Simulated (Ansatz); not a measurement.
## Single-point calculation of Si2H5F3

Si2H5F3, computed with RKS PBE0-D4/def2-TZVPP (Ansatz 0.2.0).

The geometry is the reactant side of a reaction. The reaction was set up to form Si1–Si7 and F2–H6 and to break Si1–F2 and H6–Si7 (atoms counted from 1 in the order of the input); sticks are drawn by distance alone. The geometry comes from this level: PBE0-D4/def2-TZVP.

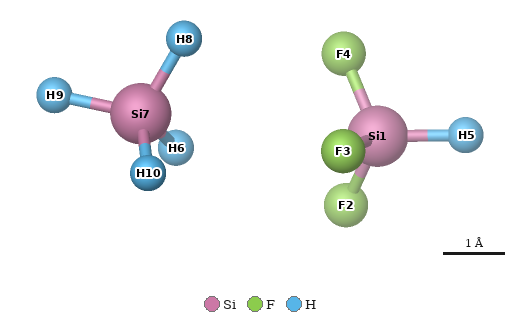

*The input geometry (ball-and-stick view, seen at a tilt; atoms are numbered from 1 in the order of the input).*

**The input**
```yaml
crystal:
  periodic: [false, false, false]
  atoms:
    - {symbol: Si, position_ang: [-0.233138, -2.074046, -0.236277]}
    - {symbol: F, position_ang: [0.983474, -1.993715, -1.229148]}
    - {symbol: F, position_ang: [-1.254922, -0.937117, -0.613439]}
    - {symbol: F, position_ang: [0.293316, -1.800058, 1.219984]}
    - {symbol: H, position_ang: [-0.875626, -3.384349, -0.313625]}
    - {symbol: H, position_ang: [1.155512, 0.982383, -0.220354]}
    - {symbol: Si, position_ang: [0.214148, 2.037478, 0.234449]}
    - {symbol: H, position_ang: [-0.579858, 1.532397, 1.381770]}
    - {symbol: H, position_ang: [0.990139, 3.231232, 0.657240]}
    - {symbol: H, position_ang: [-0.692947, 2.405799, -0.880602]}
basis:
  gaussian: {orbitals: def2-TZVPP}
hamiltonian: {xc: pbe0, dispersion: d4}
output: {orbitals: {seedname: orbitals}}
```

Launch command:
```bash
ansatz run in.yaml --threads 8 --pin off --events-out ev --progress --plain --max-ram 19148MiB
```

**The program's output**
```
Functional definition: PBE0
  name "PBE0"
  cite "Adamo & Barone, J. Chem. Phys. 110, 6158 (1999) doi:10.1063/1.478522"
  cite "Perdew, Burke & Ernzerhof, Phys. Rev. Lett. 77, 3865 (1996) doi:10.1103/PhysRevLett.77.3865"
  parent pbe
  parameter a = 0.25
  parameter kappa = 0.804
  parameter beta = 0.06672455060314922
  exchange = (1 - a)*pbe_x(kappa = kappa, mu = beta*pi^2/3) + a*exact_x
  correlation = pbe_c(beta = beta)
1345 factors; their error is unknown
mean field evaluation 1: about -23978.5976 eV, gradient 5.1e1 eV
mean field evaluation 2: about -23975.1105 eV, gradient 7.3e1 eV
mean field evaluation 4: about -23981.9940 eV, gradient 7.3e-1 eV
mean field evaluation 8: about -23982.0576 eV, gradient 1.8e-1 eV
mean field evaluation 16: about -23982.0576 eV, gradient 7.0e-5 eV
mean field -23982.05759089 eV, -881.3243608426 hartree, gradient 7.0e-5 eV, S^2 0.000000; 0 other end points of the search recorded, 0 dependent functions left out
reference -23982.05762592 eV, -881.3243621301 hartree; 30, 30 occupied and 217, 217 virtual orbitals, 1345 factors
Total energy: -23982.20226072 eV, -881.3296773611 hartree
```

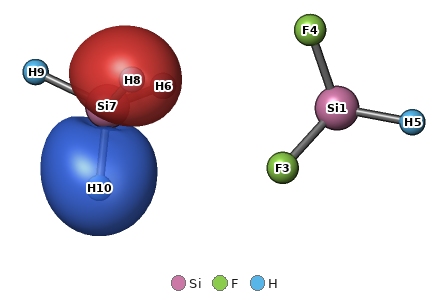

*The HOMO−1 at ±0.15 Å⁻³ᐟ² (blue and red are the two phases), seen at a tilt.*

By Hirshfeld shares it lies mainly on Si7 (45 %), H10 (30 %) and H8 (25 %). Its energy is −9.77 eV.

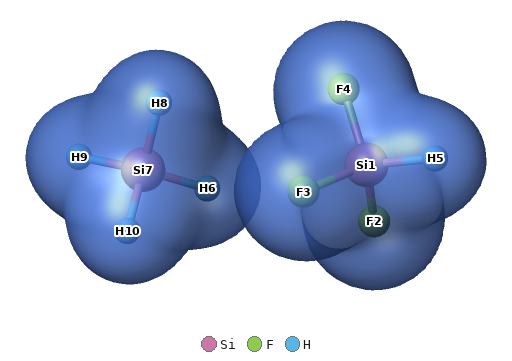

*Isosurface of the electron density at 0.05 e/Å³ (blue), seen at a tilt.*

At this value the surface falls into two separate pieces. It is pinched off along the Si···F (3.42 Å) contacts. On the grid the lowest density along these lines, outside the cores, is 0.03 e/Å³ (Si···F, 3.42 Å), 1.1 e/Å³ (Si–F, 1.57 Å) and 0.91 e/Å³ (Si–H, 1.46 Å).

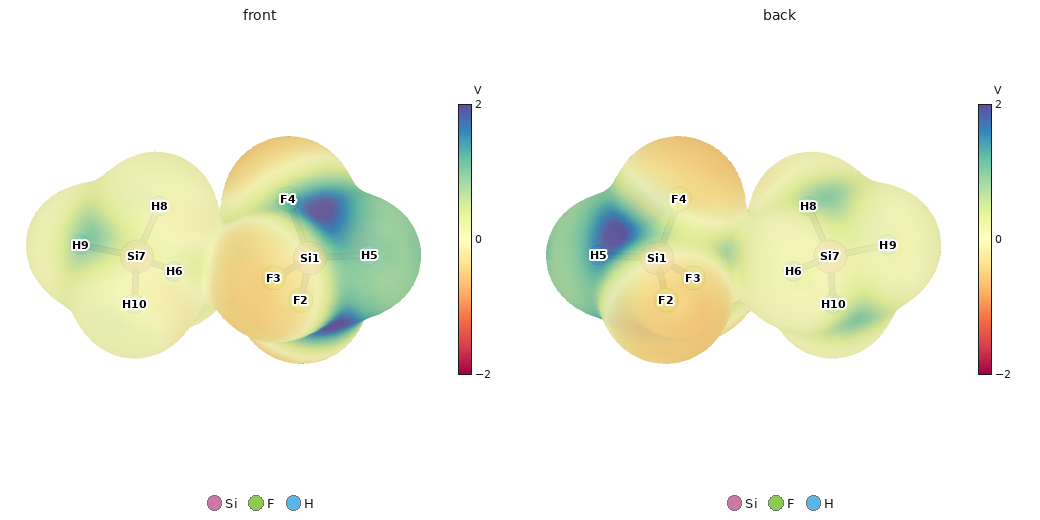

*The molecular electrostatic potential painted on the density surface at 0.002 e/bohr³, seen face on and from behind; the colour scale runs from red (negative) to blue (positive).*

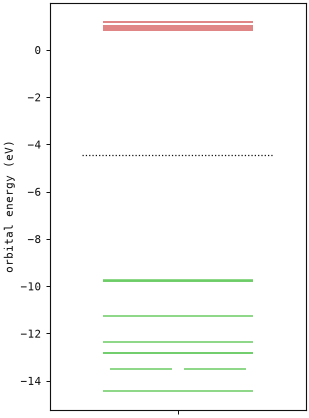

*Orbital energies near the frontier; the dotted line parts filled from empty levels, and levels within 0.02 eV of each other stand side by side.*

Highest filled −9.74 eV, lowest empty 0.84 eV, 10.58 eV apart.

**Results in brief**

| quantity | value |
| --- | --- |
| outcome | converged |
| total energy | −23982.2023 eV |
| mean-field energy | −23982.0576 eV |
| dispersion energy | −0.1446 eV |
| SCF solution under orbital rotations | stable |
| HOMO | −9.74 eV |
| LUMO | 0.84 eV |
| hardware | 8 threads of Intel Xeon @ 2.50GHz, 31 GiB of memory available, shared host |
| wall time | 1.4 s (CPU time 9 s) |
| peak memory | 0.63 GiB |
